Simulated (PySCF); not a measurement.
```xyz
13

C     1.4845    0.8070    0.0482
O     0.7631    0.2372    1.1046
C     0.1579   -1.0179    0.7991
C    -1.0641   -0.9079   -0.0539
C    -2.0251    0.2013   -0.1575
C    -1.3238   -0.0933   -1.2426
H     2.2498    0.1163   -0.3283
H     1.9640    1.6986    0.4492
H     0.8319    1.0963   -0.7852
H    -0.1128   -1.4376    1.7716
H     0.8922   -1.6789    0.3157
H    -2.7247    0.8442    0.3189
H    -1.0971    0.1351   -2.2575
```

Geometry: GFN2-xTB.

Computed with UKS B3LYP, pcH-1 on C H O, non-relativistic, mean-field spin-orbit, GIAO in PySCF 2.14.0, density-fitted response routines.

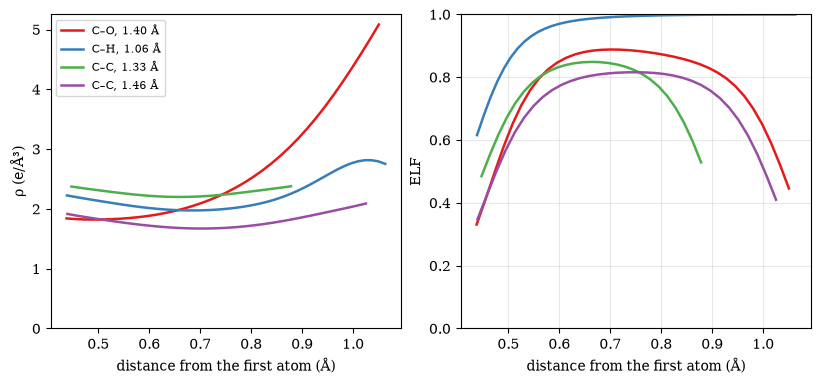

C$_{5}$H$_{7}$O (SMILES COC[C]1C=C1) (doublet). Total electron density and ELF along straight lines between neighbouring atoms. The curves leave out the atomic cores.

**What can be read from the curves?**

C–O (1.40 Å): ρ is about 2.1 e/Å³ halfway, with its minimum of 1.8 e/Å³ about 0.5 Å from C; the ELF peaks at about 0.90 between the atoms: a shared but strongly polarised pair.
C–H (1.06 Å): ρ at the midpoint is about 2.1 e/Å³; the ELF climbs to about 1 towards the hydrogen, as it does in any bond to H (an ordinary covalent bond to hydrogen).
C–C (1.33 Å): ρ at the midpoint is about 2.2 e/Å³; the ELF peaks at about 0.85 between the atoms (a short, multiple covalent bond).
C–C (1.46 Å): ρ at the midpoint is about 1.7 e/Å³; the ELF peaks at about 0.80 between the atoms, as expected for a shared electron pair.
